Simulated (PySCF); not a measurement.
C5H2N2O2 (SMILES N#Cc1ocnc1C=O)

Input

```
{"job": {"kind": "nmr", "xc": "PBE0", "basis": "pcSseg-1", "pop": false}, "charge": 0, "multiplicity": 1}
N      0.478425     2.862830    -1.276558
C      0.067260     1.888810    -0.835631
C     -0.397912     0.678494    -0.300817
O     -1.721273     0.399162    -0.196304
C     -1.772980    -0.813547     0.340801
N     -0.616581    -1.338592     0.592299
C      0.295674    -0.409626     0.195162
C      1.763883    -0.612112     0.304458
O      2.405931    -0.424812     1.292053
H     -2.725084    -1.268836     0.527096
H      2.222657    -0.961771    -0.642561
```

Run with:

```sh
OMP_NUM_THREADS=1 python ens_run.py task.json out
```

Geometry: GFN2-xTB.

All numbers below come from PBE0/pcSseg-1, SCF density, gas phase, non-relativistic (PySCF).

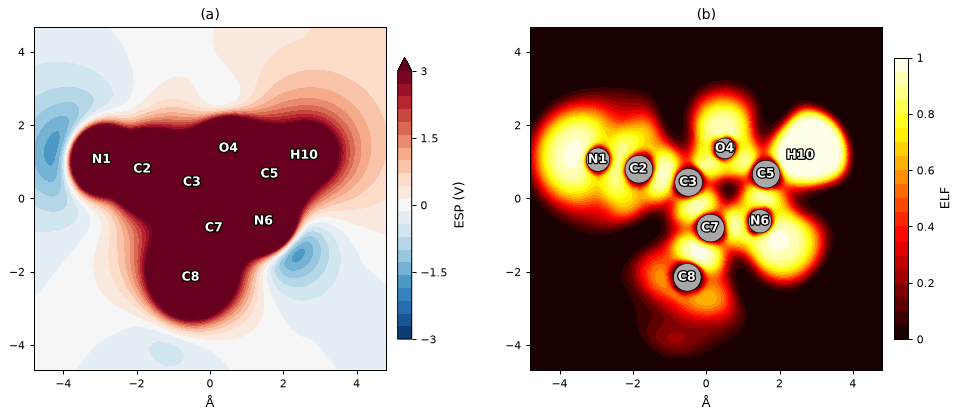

Figure 1. (a) molecular electrostatic potential; (b) ELF on the plane of atoms C2, C3 and C7. Grey discs cover the atomic cores in the ELF map.

> What do the fields say about this system?

The plane passes through N, C, O and H nuclei. C–N (1.15 Å): the ELF peaks at about 0.85 between the atoms; a short, multiple covalent bond. C–C (1.38 Å): the ELF peaks at about 0.95 between the atoms: localised, covalent bonding. C–H (1.07 Å): the ELF climbs to about 1 towards the hydrogen, as it does in any bond to H: an ordinary covalent bond to hydrogen. C–N (1.29 Å): the ELF peaks at about 0.90 between the atoms (localised, covalent bonding). C–O (1.33 Å): the ELF peaks at about 0.90 between the atoms; a shared but strongly polarised pair. The ELF also peaks beside N6, N1 and O4, away from the bonds: lone-pair regions. Outside the dense part of the molecule the potential is most negative (−1.7 V) near N1.

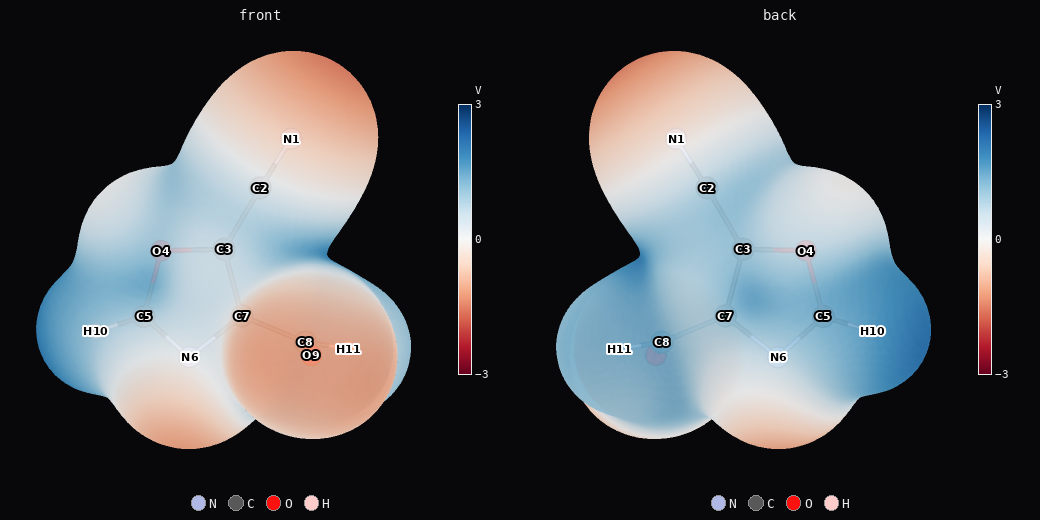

Figure 2. The electrostatic potential painted on the density surface at 0.002 e/bohr³, seen from the front and from behind; the colour scale runs from red (negative) to blue (positive).

> Describe the electrostatic potential map.

The most negative region (about −1.4 V) lies over N1, the most positive (about +2.1 V) over H10. N1 is the likeliest acceptor of a hydrogen bond.
